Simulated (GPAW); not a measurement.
Band structure of ZrSnTe (P4/nmm, 6 atoms in the cell).

```yaml
crystal:
  lattice:
    - [4.09585, 0.00000, 0.00000]
    - [0.00000, 4.09585, 0.00000]
    - [0.00000, 0.00000, 8.78320]
  atoms:
    - { symbol: Zr, position: [0.50000, 0.00000, 0.26357] }
    - { symbol: Zr, position: [0.00000, 0.50000, 0.73643] }
    - { symbol: Sn, position: [0.00000, 0.00000, 0.00000] }
    - { symbol: Sn, position: [0.50000, 0.50000, 0.00000] }
    - { symbol: Te, position: [0.50000, 0.00000, 0.61941] }
    - { symbol: Te, position: [0.00000, 0.50000, 0.38059] }
```

Computed with PBEsol, GPAW PAW datasets PBEsol (made by gpaw-setup) (plane waves; GPAW).

Settings: mode = pw; ecut = 600 eV; xc = PBEsol; kpts = 5 5 3; mesh shift (steps) = 0 0 0; occupations.name = methfessel-paxton; occupations.width = 0.136 eV; occupations.order = 0; nbands = -12; symmetry.symmorphic = false; symmetry.tolerance = 0.0005; maxiter = 150; bandpath_npoints = 40.

The starting cell comes from a database of computed structures (which also holds hypothetical and non-ambient phases and stackings), without a prior relaxation at this level. Its lattice was rescaled by a random factor within 2.5 % of one. Spin-orbit coupling is off.

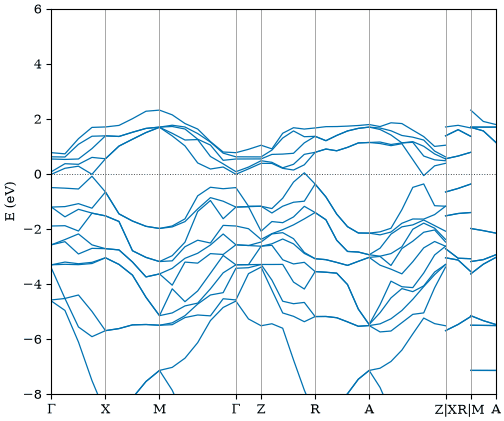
Fig. 1. Bands along the path, energies from the Fermi level.

Levels in eV from the Fermi level, bands 29 to 36:
```csv
point,29,30,31,32,33,34,35,36
Γ,-1.89,-1.21,-1.21,-0.50,-0.01,0.08,0.54,0.62
X,-1.53,-1.53,-0.66,-0.66,0.55,0.55,1.38,1.38
M,-3.19,-3.19,-1.98,-1.98,1.69,1.69,1.70,1.70
Z,-2.38,-2.08,-1.18,-1.18,0.38,0.48,0.54,0.62
R,-1.40,-1.40,-0.37,-0.37,0.78,0.78,1.36,1.36
A,-2.94,-2.94,-2.15,-2.15,1.14,1.14,1.70,1.70
```

Bands cross the Fermi level along this path, so the cell is metallic at this level.
